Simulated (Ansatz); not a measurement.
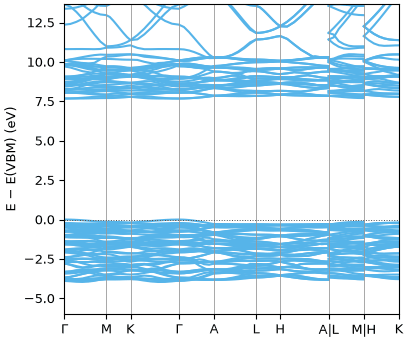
Figure: Band structure from DFT-PBEsol in the program Ansatz with PAW potentials

Task: Read off the gap and where the band edges lie.

Result: About 7.7 eV (7.68 eV by a search for the band edges); maximum at Γ, minimum on the K–Γ line, 69 % of the way from K.

The material is YF$_{3}$ in space group P-3c1 (No. 165; Y on 6f, F on 12g, F on 4d, F on 2a).

The workflow started from a Materials Project entry (that database holds measured and hypothetical structures alike); the Crystallography Open Database copy checked does not list it. COD files the formula under space group No. 62, 221. Whether it is the stable phase at ambient conditions was not checked. Symmetry was held in the PBEsol relaxation; whether a distortion lowers the energy is not shown. No spin polarisation was allowed. Spin–orbit coupling is left out wherever it is not named.

Potentials: the later of the program's two PAW sets.
